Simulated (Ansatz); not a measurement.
# Phonons of NaMgF3 (Neighborite, Pm-3m) against volume, part 2 of 2

Does NaMgF3 (Neighborite, Pm-3m) expand much on heating, by its phonons?

Ansatz 0.2.0; DFT PBEsol, scalar-relativistic, plane waves, PAW; PAW set soft_1.

So far, highest frequency on the path or at a solved wavevector (cm⁻¹): step 2 (the dispersion) 624.

The database entry behind the starting cell lists a temperature of 1273 K, so it need not match the best structure at ambient conditions.

## Step 4: Phonons at the other volume, volume ratio 0.97

The phonons are repeated at this volume on the same k and q meshes.

Input file input.yaml:

```yaml
crystal:
  lattice:
    - [3.8683612843, 0.0, 0.0]
    - [0.0, 3.8683612843, 0.0]
    - [0.0, 0.0, 3.8683612843]
  atoms:
    - { symbol: Na, position: [0.0, 0.0, 0.0] }
    - { symbol: Mg, position: [0.5, 0.5, 0.5] }
    - { symbol: F, position: [0.5, 0.5, 0.0] }
    - { symbol: F, position: [0.0, 0.5, 0.5] }
    - { symbol: F, position: [0.5, 0.0, 0.5] }
kpoints:
  mp_grid: { grid: [8, 8, 8] }
hamiltonian:
  xc: pbesol
  pseudopotentials: { kind: paw, azcp: { folder: soft_1 }, xc_functional: pbe }
scf:
  occupations: { method: fixed }
output:
  eigenvalues: true
phonons:
  method: dfpt
  dielectric: true
  rigid_motions: translations
  qmesh: [4, 4, 4]
  temperatures: { t_max: 1000, t_step: 50 }
  qpath:
    path:
      - [[0.0, 0.0, 0.0], [0.0, 0.5, 0.0], [0.5, 0.5, 0.0], [0.0, 0.0, 0.0], [0.5, 0.5, 0.5], [0.0, 0.5, 0.0]]
      - [[0.5, 0.5, 0.5], [0.5, 0.5, 0.0]]
    npoints: 10
```

Command:

```console
> ansatz run input.yaml --threads 4 --pin off --max-ram 10240MiB --backend cpu --events-out ev --progress --plain --runs-dir out
```

Numbers of over 12 decimals in the logs are rounded to 6 here.

The program printed:

```text
[...]
Crystal: 5 atoms, lattice volume = 57.887 Å³
Basis set: ecut = 420 eV, 1141 PW (Γ), exchange–correlation on 54×54×54 points (8 copies of the dense FFT grid, shifted against one another)
Bands: 25, of which v1, the nominal top of the filled ones, is band 20 counted from 1 (19 counted from 0)
Symmetry: 48 space group operations
k-points: 170 of 512 (irreducible under 2 space group operations, time reversal used)
[...]
SCF iter   1: F=—  HF=-5800.226803 eV  |F-HF|=—  |Δ(HF+E_count)|=         —  Δρ=1.50e-1  dr2=8.81e0  ethr=3.10e-3  ⟨swp⟩=4.9  Hψ=18034  notcnv=0  defer=460
[...]
SCF iter  10: F=-5796.796159 eV  HF=-5796.796159 eV  |F-HF|=2.91e-11  |Δ(HF+E_count)|=  6.27e-10  Δρ=2.41e-7  dr2=3.78e-11  ethr=1.00e-12  ⟨swp⟩=11.1  Hψ=30541  notcnv=0
SCF 1 converged in 10 iterations: F = -5796.796159 eV  dr2 = 3.78e-11
[...]
DFPT response loops at Γ: preconditioner auto → none (the input reference at scf.mixing.eps_inf says where Resta's filter doesn't serve); β = 0.50; Broyden in place of MSR1
NSCF: frozen V_eff on 35 k-points
[...]
SCF converged after 10 iterations
Free energy (F): -5796.796159 eV
[...]
Internal energy: -5796.796159 eV  (E = F + TS)
E sigma→0 (E₀):  -5796.796159 eV
Fermi energy:    1.915766 eV
[...]
--- Band table (eV; the first three rows and the last of 170) ---
  k-point 0: bands = [... 16 lower, 1.2081, 1.4535, 1.4535, 1.4535, 8.0483, 15.5220, 15.5220, 15.8488, ... 1 higher]
  k-point 1: bands = [... 16 lower, 1.1743, 1.2756, 1.4253, 1.4253, 8.3253, 14.9570, 15.7207, 15.9848, ... 1 higher]
  k-point 2: bands = [... 16 lower, 1.0410, 1.0937, 1.3852, 1.3852, 9.0646, 13.8298, 16.2389, 16.4790, ... 1 higher]
  k-point 169: bands = [... 16 lower, 0.7058, 1.9158, 1.9158, 1.9158, 12.4706, 15.0507, 15.0507, 15.0507, ... 1 higher]
--- Phonons (Γ-DFPT): 4 representative perturbations + reference, on 170 of 512 k-points (Σ response iterations 13) ---
  k mesh reduced under 2 symmetry operations, with k and −k counted as one. Each operation leaves every solved perturbation unchanged. A smaller set is not considered because the run solves the response to a homogeneous field
  ASR residual: 1.299e-3 → 0.000e0 eV/Å²; symmetrization residual: 3.755e-6 eV/Å²
  ASR residual per site (eV/Å²): 2.04e-4 1.30e-3 1.05e-3 1.05e-3 1.05e-3
[...]
ε∞ (high-frequency dielectric tensor):
        1.965986     0.000000     0.000000
        0.000000     1.965986     0.000000
        0.000000     0.000000     1.965986
  softest optical mode at Γ: -27.04 cm⁻¹; the repairs (sum rule, projections) moved no ω² at Γ by more than (3.98 cm⁻¹)²
  Born effective charges Z* (e; rows j = field, columns β = displacement):
    site 0:
         1.13930    0.00000    0.00000
         0.00000    1.13930    0.00000
         0.00000    0.00000    1.13930
    site 1:
         1.90387    0.00000    0.00000
        -0.00000    1.90387    0.00000
         0.00000    0.00000    1.90387
    site 2:
        -0.88595    0.00000    0.00000
         0.00000   -0.88595    0.00000
         0.00000    0.00000   -1.27127
    site 3:
        -1.27127    0.00000    0.00000
         0.00000   -0.88595    0.00000
         0.00000    0.00000   -0.88595
    site 4:
        -0.88595    0.00000    0.00000
        -0.00000   -1.27127    0.00000
         0.00000    0.00000   -0.88595
  Z* charge neutrality: 6.351e-6 e pre-enforcement
  k-mesh period / interband length: 30.9 Å / 0.89 Å = 34.79 at k = (0.0000, 0.0000, 0.0000), direct gap 6.595 eV — 14 or more, which is no proof of convergence
  optical modes at Γ without the LO–TO term, one row a degenerate level:
      ω (cm⁻¹)  modes    IR ((D/Å)²/amu)
        -27.04      3             8.3685
        129.46      3             0.0000
        284.50      3             5.0551
        574.59      3            12.4127
  optical modes at Γ + LO–TO along q̂ = [1.0000, 0.0000, 0.0000]:
      ω (cm⁻¹)  modes    IR ((D/Å)²/amu)
        -27.04      2             5.5790
        129.46      3             0.0000
        166.01      1             0.6908
        284.50      2             3.3701
        339.96      1             1.6738
        574.59      2             8.2751
        654.70      1             6.2475
  optical modes at Γ + LO–TO along q̂ = [0.0000, 1.0000, 0.0000]:
      ω (cm⁻¹)  modes    IR ((D/Å)²/amu)
        -27.04      2             5.5790
        129.46      3             0.0000
        166.01      1             0.6908
        284.50      2             3.3701
        339.96      1             1.6738
        574.59      2             8.2751
        654.70      1             6.2475
  optical modes at Γ + LO–TO along q̂ = [0.0000, 0.0000, 1.0000]:
      ω (cm⁻¹)  modes    IR ((D/Å)²/amu)
        -27.04      2             5.5790
        129.46      3             0.0000
        166.01      1             0.6908
        284.50      2             3.3701
        339.96      1             1.6738
        574.59      2             8.2751
        654.70      1             6.2475
--- Phonons (arbitrary-q DFPT): 10 irreducible q on the 4×4×4 mesh ---
[...]
interpolated dispersion: 63 rows × 15 modes
[...]
```

Wall time 5.6 min (4 threads of Intel Xeon Platinum 8488C (Sapphire Rapids), shared host); peak memory 1.9 GiB.

This step gave:

```yaml
gap_on_the_k_mesh: 6.133 eV
sum_rule_residual_before_enforcement: 0.001299 eV/Å²
miss_of_the_charge_sum_rule: 6.35e-6 e
lowest_frequency_on_the_path: -132.4 cm⁻¹
highest_frequency_on_the_path_or_at_a_solved_wavevector: 654.7 cm⁻¹
highest_optical_mode_at_the_zone_centre_no_lo_to_term: 574.6 cm⁻¹
lowest_optical_zone_centre_mode: -27.04 cm⁻¹
mean_high_frequency_dielectric_constant: 1.966
largest_born_charge_third_of_the_trace: 1.904 e
top_of_the_zone_centre_spectrum_with_the_field: 654.7 cm⁻¹
lowest_mode_on_the_q_mesh_acoustic_modes_at_gamma_apart: -132.4 cm⁻¹
```

Frequencies (cm⁻¹) solved at each irreducible wavevector; negative means imaginary. Frequencies by wavevector, by row:

```csv
q in reciprocal lattice units,star,mode 1,mode 2,mode 3,mode 4,mode 13,mode 14,mode 15
0 0 0,1,-27,-27,-27,0,574.6,574.6,574.6
0 0 0.25,6,-10,-10,63,63,573.7,573.7,615.7
0 0 -0.5,3,24.4,24.4,77.3,77.3,523,572.9,572.9
0 0.25 0.25,12,-35.4,26.1,57.5,99.5,530.3,572.9,619.4
0 0.25 -0.5,12,-71.7,39.4,47.3,87.1,481.7,572,581.9
0 -0.5 -0.5,3,-131.6,34.6,34.6,51.3,464.1,548.5,571.2
0.25 0.25 0.25,8,-21.6,-21.6,9.8,64.1,529.5,529.5,624
0.25 0.25 -0.5,12,-80.3,-59.4,34.5,45.7,471.1,528.7,600.6
0.25 -0.5 -0.5,6,-132,-67,-67,55.3,452.8,499.4,586.1
-0.5 -0.5 -0.5,1,-132.4,-132.4,-132.4,58,441,441,572.3
```

The highest optical mode at the zone centre (no LO-TO term) is 574.6 cm⁻¹, +36.0 cm⁻¹ against the base run.

## Step 5: Relaxing at another volume, volume ratio 1.03

The volume is scaled by 1.03 and held; symmetry leaves nothing to relax, so this is a single point. The modes can then be followed against volume.

input.yaml, the sections that differ from step 4:

```yaml
crystal:
  lattice:
    - [3.9465310579, 0.0, 0.0]
    - [0.0, 3.9465310579, 0.0]
    - [0.0, 0.0, 3.9465310579]
  atoms:
    - { symbol: Na, position: [0.0, 0.0, 0.0] }
    - { symbol: Mg, position: [0.5, 0.5, 0.5] }
    - { symbol: F, position: [0.5, 0.5, 0.0] }
    - { symbol: F, position: [0.0, 0.5, 0.5] }
    - { symbol: F, position: [0.5, 0.0, 0.5] }
output:
  forces: true
  stress: true
  eigenvalues: true
# kpoints, hamiltonian, scf: as in step 4
# phonons: removed
```

The program printed:

```text
[...]
Crystal: 5 atoms, lattice volume = 61.468 Å³
Basis set: ecut = 420 eV, 1213 PW (Γ), exchange–correlation on 54×54×54 points (8 copies of the dense FFT grid, shifted against one another)
Bands: 25, of which v1, the nominal top of the filled ones, is band 20 counted from 1 (19 counted from 0)
Symmetry: 48 space group operations
[...]
k-points: 35 of 512
[...]
--- Band table (eV; the first three rows and the last of 35) ---
  k-point 0: bands = [... 16 lower, 0.7576, 0.9593, 0.9593, 0.9593, 7.2612, 14.5940, 14.7750, 14.7750]
  k-point 1: bands = [... 16 lower, 0.7277, 0.7943, 0.9348, 0.9348, 7.5276, 14.0687, 14.8165, 14.9623]
  k-point 2: bands = [... 16 lower, 0.6045, 0.6564, 0.9016, 0.9016, 8.2404, 12.9108, 15.3026, 15.4512]
  k-point 34: bands = [... 16 lower, 0.2495, 1.4032, 1.4032, 1.4032, 11.6687, 14.0804, 14.0804, 14.0804]
[key lines of the parts left out:]
SCF converged after 8 iterations
Free energy (F): -5796.797607 eV
Fermi energy:    1.403237 eV
P = ⅓ Tr σ = -2.0351 GPa (-20.351 kbar)
```

The job ended after 0.7 s (4 threads; peak memory 0.48 GiB; 2.2 s of CPU time).

Numbers from this step:

```
pressure           : -2.035 GPa
gap on the k-mesh  : 5.858 eV
volume per atom    : 12.29 Å³
direct gap on mesh : 6.302 eV
```

The run ends at a pressure of -2.04 GPa.

## Step 6: Phonons at the other volume, volume ratio 1.03

The phonons are repeated at this volume on the same k and q meshes.

Edit input.yaml of step 5 so:

```diff
@@ -19,4 +19,13 @@
 output:
-  forces: true
-  stress: true
   eigenvalues: true
+phonons:
+  method: dfpt
+  dielectric: true
+  rigid_motions: translations
+  qmesh: [4, 4, 4]
+  temperatures: { t_max: 1000, t_step: 50 }
+  qpath:
+    path:
+      - [[0.0, 0.0, 0.0], [0.0, 0.5, 0.0], [0.5, 0.5, 0.0], [0.0, 0.0, 0.0], [0.5, 0.5, 0.5], [0.0, 0.5, 0.0]]
+      - [[0.5, 0.5, 0.5], [0.5, 0.5, 0.0]]
+    npoints: 10
```

The program printed:

```text
[...]
Crystal: 5 atoms, lattice volume = 61.468 Å³
Basis set: ecut = 420 eV, 1213 PW (Γ), exchange–correlation on 54×54×54 points (8 copies of the dense FFT grid, shifted against one another)
Bands: 25, of which v1, the nominal top of the filled ones, is band 20 counted from 1 (19 counted from 0)
Symmetry: 48 space group operations
k-points: 170 of 512 (irreducible under 2 space group operations, time reversal used)
[...]
ω (cm⁻¹)  modes    IR ((D/Å)²/amu)
[...]
optical modes at Γ + LO–TO along q̂ = [0.0000, 0.0000, 1.0000]:
      ω (cm⁻¹)  modes    IR ((D/Å)²/amu)
[...]
282.41      2             3.6539
        331.63      1             1.3119
        504.21      2             8.3066
        594.70      1             6.7952
--- Phonons (arbitrary-q DFPT): 10 irreducible q on the 4×4×4 mesh ---
[...]
interpolated dispersion: 63 rows × 15 modes
[...]
[key lines of the parts left out:]
SCF converged after 11 iterations
Free energy (F): -5796.797607 eV
Fermi energy:    1.403247 eV
```

Run time: 6 min. Hardware: 4 threads; peak memory 2 GiB; 23 min of CPU time.

This step gave:

| Property | Result |
| --- | --- |
| sum-rule residual before enforcement | 0.001343 eV/Å² |
| miss of the charge sum rule | 6.13e-6 e |
| lowest frequency on the path | -113.6 cm⁻¹ |
| highest frequency on the path or at a solved wavevector | 594.7 cm⁻¹ |
| highest optical mode at the zone centre (no LO-TO term) | 504.2 cm⁻¹ |
| lowest optical zone-centre mode | -64 cm⁻¹ |
| mean high-frequency dielectric constant | 1.953 |
| largest Born charge (third of the trace) | 1.927 e |
| top of the zone-centre spectrum with the field | 594.7 cm⁻¹ |
| lowest mode on the q mesh (acoustic modes at Γ apart) | -113.6 cm⁻¹ |

The highest optical mode at the zone centre (no LO-TO term) is 504.2 cm⁻¹, -34.3 cm⁻¹ against the base run.

## Step 7: Grüneisen parameters

The Grüneisen parameter of a mode is minus the logarithmic change of its frequency with volume, −d ln ω / d ln V; weighted by heat capacity it gives the expansion.

This step gave:

```
bulk modulus : 74 GPa
```

Phonon branches along the path, in cm⁻¹:

| point | branch 1 | branch 2 | branch 3 | branch 4 | branch 12 | branch 13 | branch 14 | branch 15 |
| --- | --- | --- | --- | --- | --- | --- | --- | --- |
| Γ | -50 | -50 | 0 | 0 | 336 | 539 | 539 | 624 |
| X | -31 | -31 | 76 | 76 | 473 | 498 | 537 | 537 |
| M | -122 | -21 | -21 | 36 | 448 | 448 | 524 | 535 |
| Γ | -50 | -50 | 0 | 0 | 336 | 539 | 539 | 624 |
| R | -123 | -123 | -123 | 36 | 423 | 423 | 423 | 547 |
| X | -31 | -31 | 76 | 76 | 473 | 498 | 537 | 537 |
| jump to R | -123 | -123 | -123 | 36 | 423 | 423 | 423 | 547 |
| M | -122 | -21 | -21 | 36 | 448 | 448 | 524 | 535 |

The same for volume x 0.97:

```
point  branch 1  branch 2  branch 3  branch 4  branch 12  branch 13  branch 14  branch 15
    Γ       -27       -27         0         0        340        575        575        655
    X        24        24        77        77        487        523        573        573
    M      -132        35        35        51        464        464        548        571
    Γ       -27       -27         0         0        340        575        575        655
    R      -132      -132      -132        58        441        441        441        572
    X        24        24        77        77        487        523        573        573
    R      -132      -132      -132        58        441        441        441        572
    M      -132        35        35        51        464        464        548        571
```

The same for volume x 1.03:

```
point  branch 1  branch 2  branch 3  branch 4  branch 12  branch 13  branch 14  branch 15
    Γ       -64       -64         0         0        332        504        504        595
    X       -48       -48        74        74        460        475        502        502
    M      -113       -43       -43        12        434        434        500        501
    Γ       -64       -64         0         0        332        504        504        595
    R      -114      -114      -114       -23        407        407        407        524
    X       -48       -48        74        74        460        475        502        502
    R      -114      -114      -114       -23        407        407        407        524
    M      -113       -43       -43        12        434        434        500        501
```

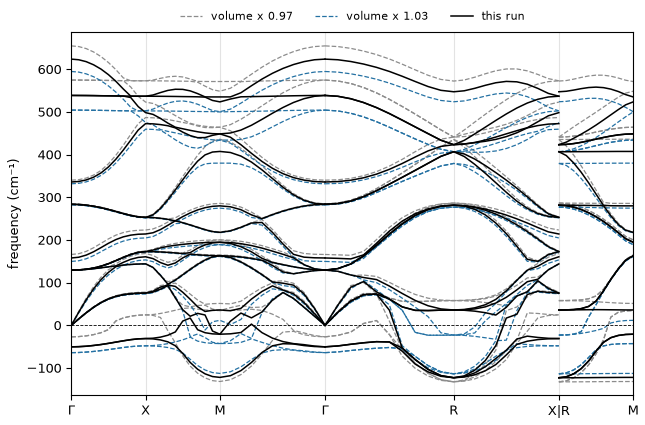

Phonon branches along the path; dashed: volume x 0.97 and volume x 1.03.

## Step 8: Outcome

| Item | Value |
| --- | --- |
| bulk modulus | 74 GPa |
| gap deformation potential | -4.57 eV |

What this shows: No expansion is given, because modes are imaginary at one volume or more. Without the field, the highest optical mode at Γ goes from 575 to 504 cm⁻¹ as the cell grows, a Grüneisen parameter of 2.18. Branches are matched by rank, so values near crossings are rough. The PAW files were made for PBE and serve the other functionals too.

[Logs are printed without paths, hosts, clocks, repeated set-up lines and the standing remarks that a program may print on its own settings, such as how far it seeks lower states.]

[Hosts, paths, dates, database ids (printed as entryN), source tags and the programs' standing remarks are cut or masked in the printed files.]
